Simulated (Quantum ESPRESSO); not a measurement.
# MnH2O2 (Pyrochroite): which magnetic order is lowest

Does MnH2O2 (Pyrochroite) prefer parallel or opposed moments, or none?

Calculated with Quantum ESPRESSO 7.5; LDA; plane waves with GBRV 1.5 LDA potentials, no spin-orbit coupling.

### 1. Set-up

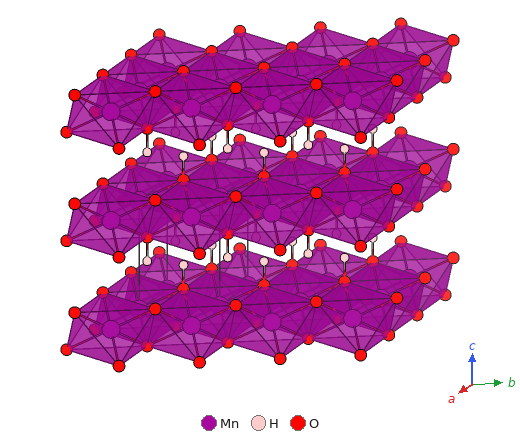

Start, viewed slightly off an axis; manganese purple, hydrogen pink, oxygen red. 2×3×2 cells are drawn. Some periodic images of atoms are drawn too.

The cell comes from the Crystallography Open Database.

### 2. Run 1, typed as ferro +

The signs are those of the starting moments on the seeded atoms, the atoms that are given a moment.

pw.in reads:

```
&CONTROL
  calculation = 'scf'
  prefix = 'pwscf'
  outdir = './tmp'
  pseudo_dir = './pseudo'
  disk_io = 'nowf'
/
&SYSTEM
  ibrav = 0
  celldm(1) = 8
  nat = 5
  ntyp = 3
  ecutwfc = 40
  ecutrho = 280
  nbnd = 25
  occupations = 'smearing'
  smearing = 'fd'
  degauss = 0.00367493
  nspin = 2
  starting_magnetization(1) = 0.3
  starting_magnetization(2) = 0
  starting_magnetization(3) = 0
/
&ELECTRONS
  conv_thr = 1d-08
  electron_maxstep = 150
  mixing_beta = 0.3
/
ATOMIC_SPECIES
Mn     54.9380 mn_lda_v1.5.uspp.F.UPF
H       1.0080 h_lda_v1.4.uspp.F.UPF
O      15.9990 o_lda_v1.2.uspp.F.UPF
CELL_PARAMETERS alat
   0.7677012381292    0.0000000000000    0.0000000000000
  -0.3838506190646    0.6648487747368    0.0000000000000
   0.0000000000000    0.0000000000000    1.0582466297904
ATOMIC_POSITIONS crystal
Mn      0.0000000000    0.0000000000    0.0000000000
H       0.3333333333    0.6666666667    0.4460000000
H       0.6666666667    0.3333333333    0.5540000000
O       0.3333333333    0.6666666667    0.2260000000
O       0.6666666667    0.3333333333    0.7740000000
K_POINTS automatic
8 8 4 0 0 0
```

Run with:

```
> OMP_NUM_THREADS=1 mpirun -n 4 pw.x -nk 4 -in pw.in > pw.out
```

What it wrote:

```text
Program PWSCF v.7.5 starts

     Message from routine setup:
     using ibrav=0 with symmetry is DISCOURAGED, use correct ibrav instead

     K-points division:     npool     =       4
     Subspace diagonalization in iterative solution of the eigenvalue problem:

     G-vector sticks info
     --------------------
     sticks:   dense  smooth     PW     G-vecs:    dense   smooth      PW
     Sum         733     421    121                21873     9455    1639

     Using Slab Decomposition

     bravais-lattice index     =            0
     lattice parameter (alat)  =       8.0000  a.u.
     unit-cell volume          =     276.5489 (a.u.)^3
     number of atoms/cell      =            5
     number of atomic types    =            3
     number of electrons       =        29.00
     number of Kohn-Sham states=           25
     kinetic-energy cutoff     =      40.0000  Ry
     charge density cutoff     =     280.0000  Ry
     scf convergence threshold =      1.0E-08
     mixing beta               =       0.3000
     number of iterations used =            8  plain     mixing
     Exchange-correlation= SLA  PZ   NOGX NOGC
                           (   1   1   0   0   0   0   0)

     celldm(1)=   8.000000  celldm(2)=   0.000000  celldm(3)=   0.000000
     celldm(4)=   0.000000  celldm(5)=   0.000000  celldm(6)=   0.000000

     crystal axes: (cart. coord. in units of alat)
               a(1) = (   0.767701   0.000000   0.000000 )
               a(2) = (  -0.383851   0.664849   0.000000 )
               a(3) = (   0.000000   0.000000   1.058247 )

     reciprocal axes: (cart. coord. in units 2 pi/alat)
               b(1) = (  1.302590  0.752051 -0.000000 )
               b(2) = (  0.000000  1.504101  0.000000 )
               b(3) = (  0.000000 -0.000000  0.944959 )

     PseudoPot. # 1 for Mn read from file:
     mn_lda_v1.5.uspp.F.UPF
     Pseudo is Ultrasoft + core correction, Zval = 15.0
     Generated by new atomic code, or converted to UPF format
     Using radial grid of  859 points,  6 beta functions with:
                l(1) =   0
                l(2) =   0
                l(3) =   1
                l(4) =   1
                l(5) =   2
                l(6) =   2
     Q(r) pseudized with  8 coefficients,  rinner =    0.950   0.950   0.950
                                                       0.950   0.950

     PseudoPot. # 2 for H  read from file:
     h_lda_v1.4.uspp.F.UPF
     Pseudo is Ultrasoft, Zval =  1.0
     Generated by new atomic code, or converted to UPF format
     Using radial grid of  615 points,  2 beta functions with:
                l(1) =   0
                l(2) =   0
     Q(r) pseudized with  8 coefficients,  rinner =    0.700

     PseudoPot. # 3 for O  read from file:
     o_lda_v1.2.uspp.F.UPF
     Pseudo is Ultrasoft + core correction, Zval =  6.0
     Generated by new atomic code, or converted to UPF format
     Using radial grid of  737 points,  5 beta functions with:
                l(1) =   0
                l(2) =   0
                l(3) =   1
                l(4) =   1
                l(5) =   2
     Q(r) pseudized with  8 coefficients,  rinner =    0.900   0.900   0.900
                                                       0.900   0.900

     atomic species   valence    mass     pseudopotential
     Mn               15.00    54.93800     Mn( 1.00)
     H                 1.00     1.00800     H ( 1.00)
     O                 6.00    15.99900     O ( 1.00)

     Starting magnetic structure
     atomic species   magnetization
     Mn              0.300
     H               0.000
     O               0.000

     12 Sym. Ops., with inversion, found

   Cartesian axes

     site n.     atom                  positions (alat units)
         1        Mn     tau(   1) = (   0.0000000   0.0000000   0.0000000  )
         2        H      tau(   2) = (  -0.0000000   0.4432325   0.4719780  )
         3        H      tau(   3) = (   0.3838506   0.2216163   0.5862686  )
         4        O      tau(   4) = (  -0.0000000   0.4432325   0.2391637  )
         5        O      tau(   5) = (   0.3838506   0.2216163   0.8190829  )

     number of k points=    35  Fermi-Dirac smearing, width (Ry)=  0.0037
                       cart. coord. in units 2pi/alat
        k(    1) = (   0.0000000   0.0000000   0.0000000), wk =   0.0039062
        k(    2) = (   0.0000000   0.0000000   0.2362398), wk =   0.0078125
        k(    3) = (   0.0000000   0.0000000  -0.4724797), wk =   0.0039062
        k(    4) = (   0.0000000   0.1880127   0.0000000), wk =   0.0234375
        k(    5) = (   0.0000000   0.1880127   0.2362398), wk =   0.0234375
        [... 30 further k-points ...]

     Dense  grid:    21873 G-vectors     FFT dimensions: (  36,  36,  45)

     Smooth grid:     9455 G-vectors     FFT dimensions: (  25,  25,  36)

     Check: negative core charge=   -0.000036
     Generating pointlists ...
     new r_m :   0.2078 (alat units)  1.6620 (a.u.) for type    1
     new r_m :   0.0960 (alat units)  0.7683 (a.u.) for type    2
     new r_m :   0.0960 (alat units)  0.7683 (a.u.) for type    3

     Initial potential from superposition of free atoms

     starting charge      28.4999, renormalised to      29.0000
     Starting wfcs are   23 randomized atomic wfcs +    2 random wfcs

     Self-consistent Calculation

     iteration #  1     ecut=    40.00 Ry     beta= 0.30
     Davidson diagonalization with overlap
     ethr =  1.00E-02,  avg # of iterations =  5.0

     total energy              =    -278.01797296 Ry
     estimated scf accuracy    <       0.65975299 Ry

     total magnetization       =     4.94 Bohr mag/cell
     absolute magnetization    =     4.94 Bohr mag/cell

     iteration #  2     ecut=    40.00 Ry     beta= 0.30
     Davidson diagonalization with overlap
     ethr =  2.28E-03,  avg # of iterations =  1.6

     total energy              =    -278.13011021 Ry
     estimated scf accuracy    <       0.04942266 Ry

     total magnetization       =     5.00 Bohr mag/cell
     absolute magnetization    =     5.00 Bohr mag/cell

     iteration #  3     ecut=    40.00 Ry     beta= 0.30
     Davidson diagonalization with overlap
     ethr =  1.70E-04,  avg # of iterations =  1.9

     negative rho (up, down):  0.000E+00 9.341E-05

     total energy              =    -278.13233040 Ry
     estimated scf accuracy    <       0.01830978 Ry

     total magnetization       =     5.00 Bohr mag/cell
     absolute magnetization    =     5.00 Bohr mag/cell

     [... further iterations left out ...]

     iteration #  8     ecut=    40.00 Ry     beta= 0.30
     Davidson diagonalization with overlap
     ethr =  2.33E-08,  avg # of iterations =  1.5

     negative rho (up, down):  0.000E+00 4.546E-04

     total energy              =    -278.13308080 Ry
     estimated scf accuracy    <       0.00000060 Ry

     total magnetization       =     5.00 Bohr mag/cell
     absolute magnetization    =     5.00 Bohr mag/cell

     iteration #  9     ecut=    40.00 Ry     beta= 0.30
     Davidson diagonalization with overlap
     ethr =  2.09E-09,  avg # of iterations =  2.1

     negative rho (up, down):  0.000E+00 4.538E-04

     total energy              =    -278.13308099 Ry
     estimated scf accuracy    <       0.00000011 Ry

     total magnetization       =     5.00 Bohr mag/cell
     absolute magnetization    =     5.00 Bohr mag/cell

     iteration # 10     ecut=    40.00 Ry     beta= 0.30
     Davidson diagonalization with overlap
     ethr =  3.96E-10,  avg # of iterations =  2.1

     negative rho (up, down):  0.000E+00 4.537E-04

     total energy              =    -278.13308103 Ry
     estimated scf accuracy    <       0.00000009 Ry

     total magnetization       =     5.00 Bohr mag/cell
     absolute magnetization    =     5.00 Bohr mag/cell

     iteration # 11     ecut=    40.00 Ry     beta= 0.30
     Davidson diagonalization with overlap
     ethr =  3.21E-10,  avg # of iterations =  1.5

     negative rho (up, down):  0.000E+00 4.535E-04

     Magnetic moment per site  (integrated on atomic sphere of radius R)
     atom   1 (R=0.208)  charge= 12.4325  magn=  4.0829
     atom   2 (R=0.096)  charge=  0.3914  magn=  0.0053
     atom   3 (R=0.096)  charge=  0.3914  magn=  0.0053
     atom   4 (R=0.096)  charge=  2.0110  magn=  0.0592
     atom   5 (R=0.096)  charge=  2.0110  magn=  0.0592

     End of self-consistent calculation

     [... lines left out ...]
     the Fermi energy is     8.8421 ev

!    total energy              =    -278.13308104 Ry
     estimated scf accuracy    <          1.7E-09 Ry
     smearing contrib. (-TS)   =      -0.00005340 Ry
     internal energy E=F+TS    =    -278.13302765 Ry

     The total energy is F=E-TS. E is the sum of the following terms:
     one-electron contribution =    -171.90586625 Ry
     hartree contribution      =      98.28913274 Ry
     xc contribution           =     -42.29842890 Ry
     ewald contribution        =    -162.21786524 Ry

     total magnetization       =     5.00 Bohr mag/cell
     absolute magnetization    =     5.00 Bohr mag/cell

     convergence has been achieved in  11 iterations

=------------------------------------------------------------------------------=
   JOB DONE.
=------------------------------------------------------------------------------=
```

Elapsed: 7.5 s, on 4 MPI ranks of Arm Neoverse V2, shared host; peak memory 0.33 GiB; 30 s of CPU time.

Spin moment in the atom's sphere by atom:

| atom | spin moment in the atom's sphere (μB) |
| --- | --- |
| Mn1 | 4.08 |
| H2 | 0.01 |
| H3 | 0.01 |
| O4 | 0.06 |
| O5 | 0.06 |

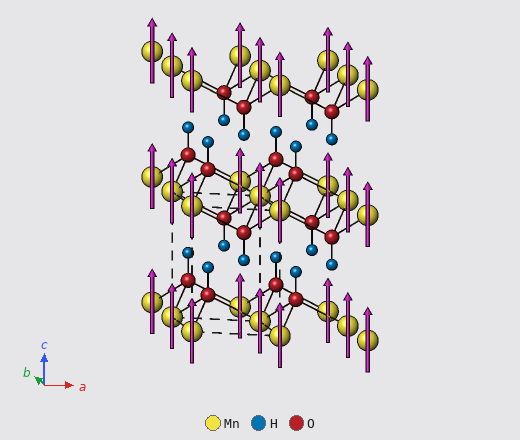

Spin moment in the atom's sphere as arrows, the longest 4.08 μB. Up and down stand for the sign. Arrows give size and sign along the axis of quantisation, drawn up and down the page. Bonds to atoms that aren't drawn are left out. 2×2×2 cells are drawn. Some periodic images of atoms are drawn too.

Numbers from this step:

| Item | Value |
| --- | --- |
| smearing term TS | 7.27e-4 eV |
| magnetization | 5 μB |
| absolute magnetization | 5 μB |
| final state | ferromagnetic |

(Part 1 of 2 ends here.)

[Logs and program files are shortened in this print: banners, set-up blocks, solver, clock and traceback lines can be left out without a mark of their own.]

[Logs are printed without paths, hosts, clocks, repeated set-up lines and the standing remarks that a program may print on its own settings, such as how far it seeks lower states.]

[Hosts, paths, dates, database ids (printed as entryN), source tags and the programs' standing remarks are cut or masked in the printed files.]

[Where a cell is said to come from a database of computed structures, the database is the Materials Project.]
